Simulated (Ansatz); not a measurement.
Cost and result by functional for the adsorption energy of H on the 1x1 (110) surface of bcc V, one in a 2x2 cell, started at the site 'hollow V-V-V', in Ansatz (plane waves, PAW). Single points on the PBE structure, on one kind of machine; costs are rough ratios of the slab run's core time (references not counted) to the cheapest single point. r2SCAN's cost holds its higher cutoff (500 against 420 eV). Differences are taken against r2SCAN for comparison alone: no measured value is at hand, so the table doesn't rank accuracy.

Model: 17-atom slab, 6.1 Å thick at the start under the adsorbate (thin: gaps and levels are the slab's own), 6x6x1 mesh, Fermi-Dirac 0.1 eV, dipole correction, 8 atoms held, the rest relaxed; start symmetry kept, larger cells not searched; no spin, no spin-orbit, no U, no dispersion correction. At the end it is bonded to 3 V. In PBE it is, or lies within 0.03 eV of, the lowest of the starts that converged. These notes are the PBE run's. Adsorption energies are against ½ H2(g). A negative adsorption energy means that the adsorbate is more stable on the surface than in its reference.

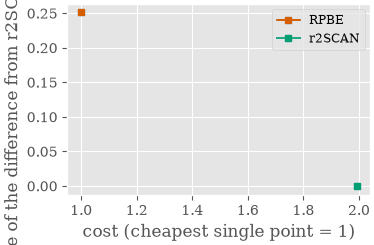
Difference from r2SCAN against cost

| functional | relative cost | adsorption energy (eV) | less r2SCAN (eV) |
|---|---|---|---|
| RPBE | 1 | -0.88 | 0.25 |
| r2SCAN | 2 | -1.13 | 0.00 |
| PBE (the relaxed run's value) | – | -0.99 | 0.14 |

The values span 0.25 eV, while the single points' costs differ by a factor of roughly 2. Differences are of unrounded values.

Ansatz is a program for electronic structure.
